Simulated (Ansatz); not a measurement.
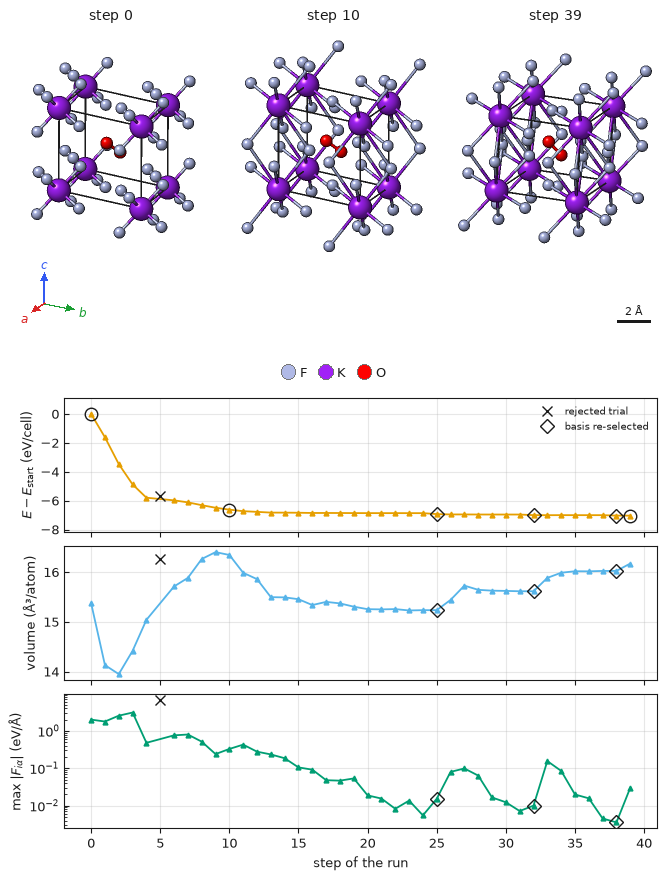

Frames of a relaxation of solid KO$_{2}$F$_{6}$ (a generated structure, set up in P-1), marked on the history of the run. A ball-and-stick model of the cell of the calculation, seen slightly off an axis.

The start is a swapped structure.

The calculation used DFT, PAW plane waves, PBE in Ansatz 0.2.0.

Input
```yaml
crystal:
  lattice:
    - [5.208463, 0.0, 0.0]
    - [-1.100174, 5.134038, 0.0]
    - [-0.058397, -1.073652, 5.175014]
  atoms:
    - { symbol: F, position: [0.306, 0.951, 0.202] }
    - { symbol: F, position: [0.694, 0.049, 0.798] }
    - { symbol: K, position: [0.0, 0.0, 0.0] }
    - { symbol: F, position: [0.227, 0.318, 0.909] }
    - { symbol: F, position: [0.773, 0.682, 0.091] }
    - { symbol: O, position: [0.459, 0.569, 0.448] }
    - { symbol: O, position: [0.541, 0.431, 0.552] }
    - { symbol: F, position: [0.083, 0.764, 0.679] }
    - { symbol: F, position: [0.917, 0.236, 0.321] }
kpoints:
  mp_grid: { grid: [4, 4, 4], shift: [0.5, 0.5, 0.0] }
magnetization:
  spin_polarized: false
scf:
  occupations: { method: fermi_dirac }
  lower_state_search: "off"
hamiltonian:
  pseudopotentials: { kind: paw }
  xc: pbe
basis:
  ecutwfc: 420
  fft_grid_basis: typed
relax:
  max_steps: 40
  cell: { p_target: 0.0 }
output:
  forces: true
  stress: true
  eigenvalues: true
  populations: true
  elf: true
  write_potential: true
  volumetric_format: npy
  dos:
    e_range: [-12, 8]
    de: 0.05
    projected: { site_lists: { F: [F], K: [K], O: [O] } }
  bader: false
checkpoint:
  read: saved_state
```

Launched with:
```bash
ansatz run input.yaml --threads 2 --pin off --max-ram 3584MiB --backend cpu --events-out ev --progress --plain --runs-dir out
```

What happens along the run?

Answer. The relaxation stopped without meeting its thresholds, so the last structure isn't shown to be converged. Over 35 accepted moves (39 points after the start) the energy falls by 7.035 eV per cell of the calculation. The largest force component goes from 2 to 0.03 eV/Å. Pressure: 7.66 GPa at the start and 0.04 GPa at the end. The line search rejected the trial step at point 5 of the run. At 3 points the geometry stayed and the basis and grid were re-selected for the new cell (energy shift of 66.2 meV per cell of the calculation at most each time). The largest moves relative to the cell, 1.41 Å, are those of F1 and F2. F1 goes roughly along [−1 1 3]. By element the largest moves are F 1.41 Å, O 0.31 Å. K stays in place. The drawn cell changes as follows: a 5.208 → 6.221 Å (+19.4 %), b 5.251 → 5.036 Å (−4.1 %), c 5.286 → 4.896 Å (−7.4 %), α 101.3° → 95.4°, β 90.6° → 85.9°, γ 102.1° → 107.4°; the volume changes by +5.2 %. Some distances before and after: F1–K3 4.505 → 2.957 Å, F8–F9 2.986 → 1.579 Å, K3–F8 2.004 → 2.973 Å, F1–K3 (another image) 1.997 → 2.840 Å. New bonds form: F1–K3 (4.50 → 2.96 Å), F2–K3 (4.50 → 2.96 Å). Bond angles that change, for instance: F1–K3–F8 92.4° → 119.9°, F1–K3–F9 87.6° → 60.1°, F1–K3–F5 91.0° → 103.7°. The space group stays P-1 (No. 2). From step 0 to 10: F atoms move most (1.17 Å), volume +6.3 %, energy −6.621 eV per cell of the calculation. From step 10 to 39: F atoms move most (0.61 Å), volume −1.1 %, energy −0.414 eV per cell of the calculation.

```
step  E − E(0), meV/atom  largest force component, eV/Å  pressure, GPa  volume, Å³/atom                      note
   0                0.00                         2.0009           7.66           15.376                          
   1             -179.28                         1.7803           7.25           14.132                          
   2             -385.15                         2.5517           4.28           13.952                          
   3             -541.67                         3.0961           1.64           14.420                          
   4             -643.82                         0.4796           2.21           15.042                          
   5             -631.64                         6.5294           4.26           16.258                  rejected
   6             -664.21                         0.7608           0.47           15.713                          
   7             -679.61                         0.7992           0.35           15.886                          
   8             -701.23                         0.5147          -0.09           16.265                          
   9             -720.96                         0.2396          -0.45           16.403                          
  10             -735.64                         0.3287          -1.47           16.346                          
  12             -752.67                         0.2777          -0.34           15.860                          
  13             -758.32                         0.2345           0.06           15.498                          
  15             -759.47                         0.1054          -0.16           15.457                          
  16             -761.23                         0.0917           0.17           15.339                          
  18             -761.51                         0.0466          -0.05           15.373                          
  19             -762.05                         0.0535          -0.08           15.306                          
  21             -762.40                         0.0155           0.03           15.252                          
  22             -762.40                         0.0082          -0.02           15.258                          
  24             -762.51                         0.0055           0.00           15.237                          
  25             -769.87                         0.0153           0.70           15.237  same geometry, new basis
  27             -772.44                         0.0988          -0.20           15.730                          
  28             -773.02                         0.0636           0.00           15.646                          
  30             -773.19                         0.0123          -0.01           15.624                          
  31             -773.22                         0.0072           0.01           15.616                          
  33             -778.24                         0.1556           0.02           15.886                          
  34             -777.86                         0.0850           0.22           15.989                          
  36             -778.04                         0.0157           0.02           16.017                          
  37             -778.00                         0.0045           0.01           16.025                          
  39             -781.65                         0.0302           0.04           16.174
```
